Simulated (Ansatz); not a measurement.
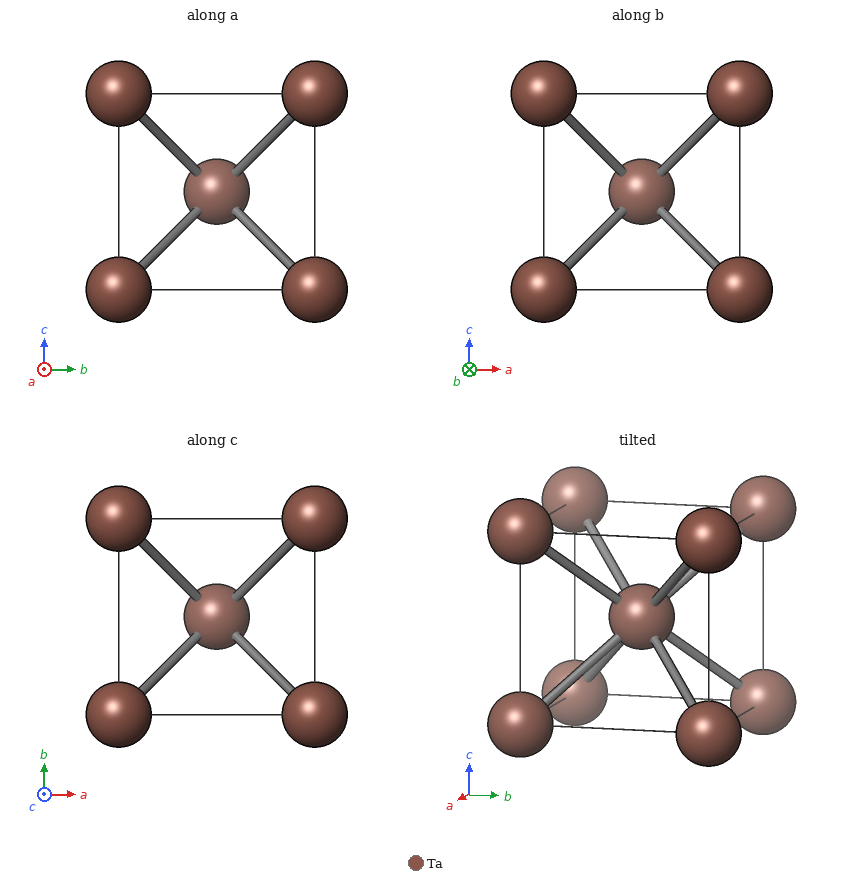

A ball-and-stick picture of a crystal structure, seen along the a axis, along the b axis, along the c axis and slightly off an axis. Thin lines show the conventional unit cell, with boundary atoms drawn in all their periodic places.

Lattice parameters: a = 3.3191 Å, b = 3.3191 Å, c = 3.3191 Å, α = 90.000°, β = 90.000°, γ = 90.000°.

Transcribe the picture into a CIF in P1 with every atom of the cell.

```cif
data_structure
_symmetry_space_group_name_H-M 'P 1'
_symmetry_Int_Tables_number 1
_cell_length_a 3.3191
_cell_length_b 3.3191
_cell_length_c 3.3191
_cell_angle_alpha 90.000
_cell_angle_beta 90.000
_cell_angle_gamma 90.000
_cell_volume 36.56
loop_
_atom_site_label
_atom_site_type_symbol
_atom_site_fract_x
_atom_site_fract_y
_atom_site_fract_z
_atom_site_occupancy
Ta1 Ta 0.0000 0.0000 0.0000 1
Ta2 Ta 0.5000 0.5000 0.5000 1
```

The initial geometry was the standard structure of this element. What is shown is the relaxed result from DFT PBE, scalar-relativistic, plane waves, PAW (Ansatz).
